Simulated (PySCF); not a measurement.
Vertical excitations of a molecule C3H8N, multiplicity 2 from TDA-CAM-B3LYP/def2-SVPD (PySCF), as energy in eV (oscillator strength): 2.19 (0.001), 5.69 (0.001), 6.28 (0.020), 6.59 (0.003), 7.07 (0.008), 7.17 (0.005), 7.73 (0.022), 7.84 (0.001), 8.30 (0.008), 8.33 (0.008). Geometry: ωB97X-D3(BJ)/def2-SVP. The values are those of a single conformer.

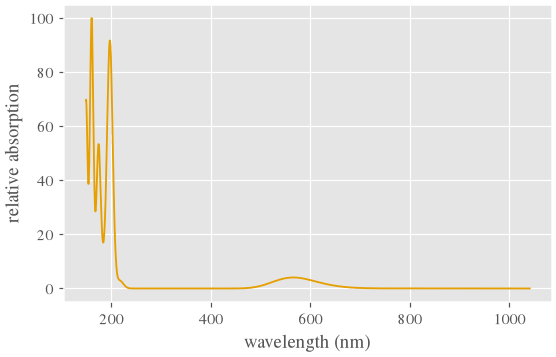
Figure. The lines broadened by 0.4 eV.

Identify the compound among the candidates.
A) CC(C)[NH]
B) [CH2]CNC
C) CC[N]C
D) [CH2]C(C)N

A, CC(C)[NH]
